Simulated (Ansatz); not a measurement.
**CH$_{5}$AlBO (SMILES C[B+][O][AlH2]) (charge +1): density, localisation and related maps**

Input file:

```
basis:
  gaussian: {orbitals: def2-TZVPD}
crystal:
  periodic: [false, false, false]
  atoms:
    - {symbol: C, position_ang: [2.676390, -0.059609, -0.831150]}
    - {symbol: Al, position_ang: [-1.561341, -1.265298, 0.425548]}
    - {symbol: B, position_ang: [1.288964, -0.455621, -0.420663]}
    - {symbol: O, position_ang: [0.147279, -0.780287, -0.082831]}
    - {symbol: H, position_ang: [2.637265, 0.832259, -1.479043]}
    - {symbol: H, position_ang: [3.282573, 0.174641, 0.059894]}
    - {symbol: H, position_ang: [3.157300, -0.882239, -1.386258]}
    - {symbol: H, position_ang: [-1.968980, -0.443706, 1.687740]}
    - {symbol: H, position_ang: [-2.095361, -2.353929, -0.556258]}
total_charge: 1
magnetization: {spin_polarized: false}
hamiltonian: {xc: {name: PBE0}}
output: {forces: true, orbitals: {seedname: orbitals}}
```

Run with:

```sh
ansatz run input.yaml --threads 2 --pin off --max-ram 4350MiB --events-out events.jsonl --progress --plain --runs-dir runs
```

Geometry: PBE0-D3(BJ)/def2-SVP.

Level of theory: Ansatz 0.2.0, isolated molecule in a Gaussian basis; Kohn-Sham density functional theory, functional PBE0.

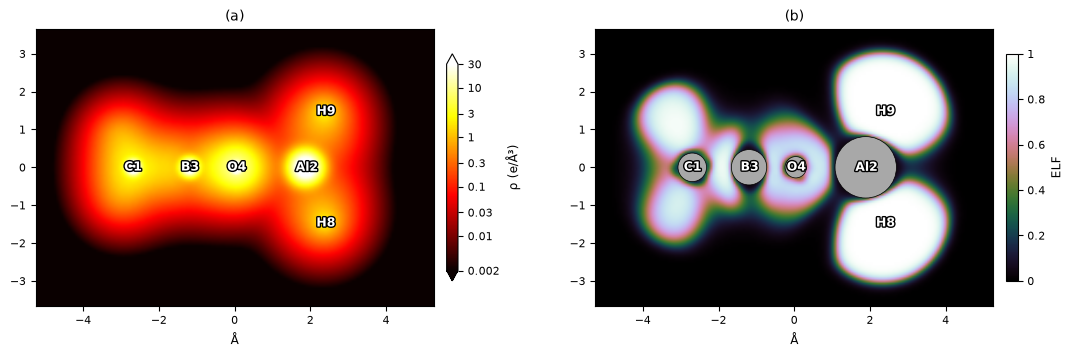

Figure 1. (a) electron density; (b) electron localisation function on the plane of atoms H8, Al2 and H9. Grey discs cover the atomic cores in the ELF map.

> Interpret the plot.

- Atoms in the plane: C, Al, B, O and H.
- B–O (1.23 Å): ρ at the midpoint is about 2.8 e/Å³; the ELF peaks at about 0.85 between the atoms (a polar covalent bond).
- C–B (1.50 Å): the density is about 1.6 e/Å³ at the midpoint; the ELF peaks at about 0.95 between the atoms (localised, covalent bonding).
- Al–O (1.85 Å): ρ is about 0.59 e/Å³ halfway; the ELF peaks at about 0.90 in the valence shell of O, 0.6 Å from its nucleus, and is about 0.50 at the midpoint.
- Al–H (1.56 Å): ρ is about 0.61 e/Å³ halfway; the ELF climbs to about 1 towards the hydrogen.

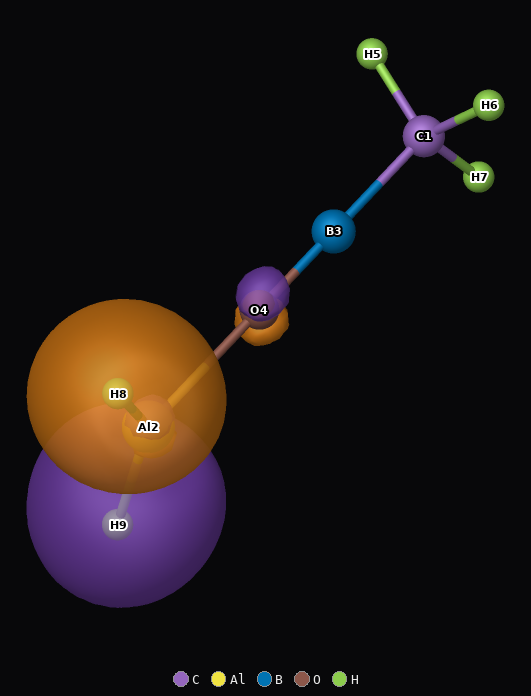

Figure 2. One frontier orbital at ±0.15 Å⁻³ᐟ² (orange and purple are the two phases), seen at an oblique angle.

> Which orbital is it: HOMO or LUMO?

The HOMO, at −13.49 eV. By Hirshfeld shares it lies mainly on Al2 (about 35 %), H8 (about 30 %) and H9 (about 30 %).

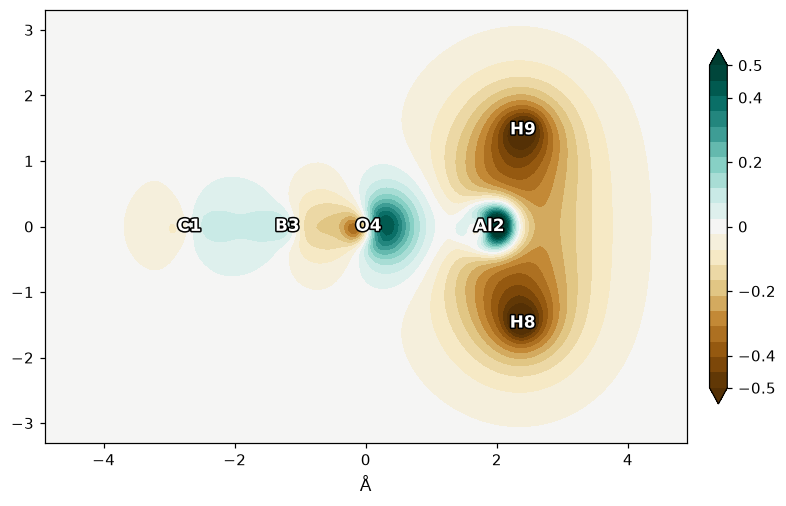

Figure 3. The HOMO−1 on the plane of atoms O4, Al2 and H8 (values in Å⁻³ᐟ²; the overall sign is arbitrary).

> What is the character of this orbital?

Its weight (Hirshfeld) is mainly on Al2 (about 50 %), H8 (about 20 %) and H9 (about 20 %). Its energy is −15.49 eV.
